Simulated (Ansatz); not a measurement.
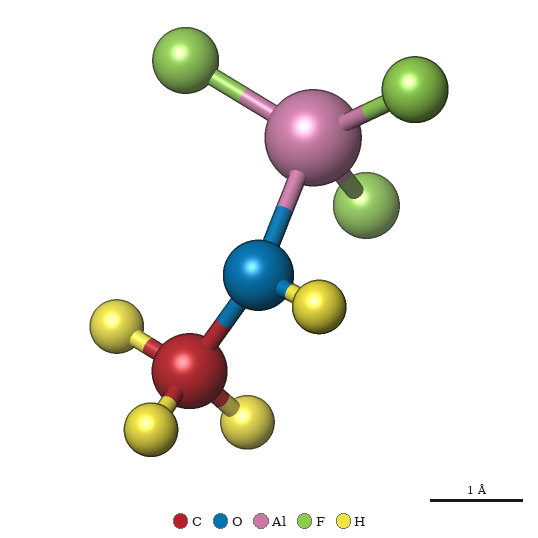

Starting geometry of the run.

The calculation was set up as follows.

```yaml
crystal:
  periodic: [false, false, false]
  atoms:
    - {symbol: C, position_ang: [0.342673, -1.127691, 0.766669]}
    - {symbol: O, position_ang: [0.707516, 0.034431, -0.002014]}
    - {symbol: Al, position_ang: [-0.625343, 1.224942, -0.670139]}
    - {symbol: F, position_ang: [-1.730621, 0.147112, -1.267963]}
    - {symbol: F, position_ang: [0.336761, 1.992519, -1.774751]}
    - {symbol: F, position_ang: [-1.088663, 2.020574, 0.698426]}
    - {symbol: H, position_ang: [1.236981, -1.543688, 1.228072]}
    - {symbol: H, position_ang: [-0.154833, -1.859000, 0.130321]}
    - {symbol: H, position_ang: [-0.340660, -0.778923, 1.537379]}
    - {symbol: H, position_ang: [1.399289, -0.161378, -0.642999]}
basis:
  gaussian: {orbitals: def2-TZVPP}
hamiltonian: {xc: pbe0, dispersion: d4}
output: {orbitals: {seedname: orbitals}}
```

Command:

```sh
ansatz run in.yaml --threads 4 --pin off --events-out ev --progress --plain --max-ram 10444MiB
```

Result:

```
Functional definition: PBE0
  name "PBE0"
  cite "Adamo & Barone, J. Chem. Phys. 110, 6158 (1999) doi:10.1063/1.478522"
  cite "Perdew, Burke & Ernzerhof, Phys. Rev. Lett. 77, 3865 (1996) doi:10.1103/PhysRevLett.77.3865"
  parent pbe
  parameter a = 0.25
  parameter kappa = 0.804
  parameter beta = 0.06672455060314922
  exchange = (1 - a)*pbe_x(kappa = kappa, mu = beta*pi^2/3) + a*exact_x
  correlation = pbe_c(beta = beta)
1335 factors; their error is unknown
mean field evaluation 1: about -17886.7914 eV, gradient 7.4e1 eV
mean field evaluation 2: about -17879.2694 eV, gradient 1.1e2 eV
mean field evaluation 4: about -17894.8556 eV, gradient 2.4e0 eV
mean field evaluation 8: about -17894.8692 eV, gradient 3.0e-2 eV
mean field evaluation 16: about -17894.9083 eV, gradient 1.9e-5 eV
mean field -17894.90831277 eV, -657.6257508899 hartree, gradient 1.9e-5 eV, S^2 0.000000; 0 other end points of the search recorded, 0 dependent functions left out
reference -17894.90834660 eV, -657.6257521331 hartree; 29, 29 occupied and 224, 224 virtual orbitals, 1335 factors
Total energy: -17895.05198719 eV, -657.6310308274 hartree
```
